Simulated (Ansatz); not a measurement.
The parent structure is BN in the zinc blende structure (space group F-43m, No. 216; a = 3.625 Å).

Now apply this change: 0.0595 holes added to each cell, a density of 5.0×10^21 cm⁻³, with a uniform compensating background at fixed cell and a 300 K Fermi–Dirac width.

Calculations: plane-wave PAW DFT at the PBE level (Ansatz, an electronic-structure program, 420 eV), no SOC.

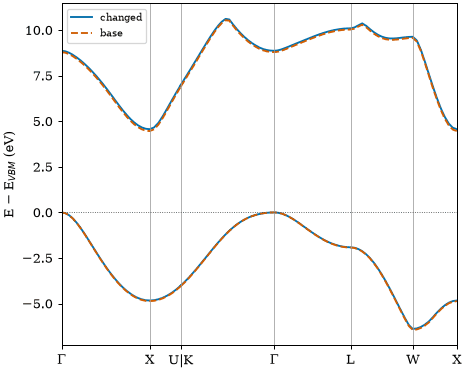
Highest valence and lowest conduction band along the path, each from its own valence-band maximum

The gap is 4.57 eV, indirect, Γ → X; the base has 4.46 eV.

Carriers are added with a uniform compensating background; total energy and stress of such cells depend on the potential's zero and are not compared; many-body gap narrowing is missing at this level. Whether these cells are dynamically stable was not tested.
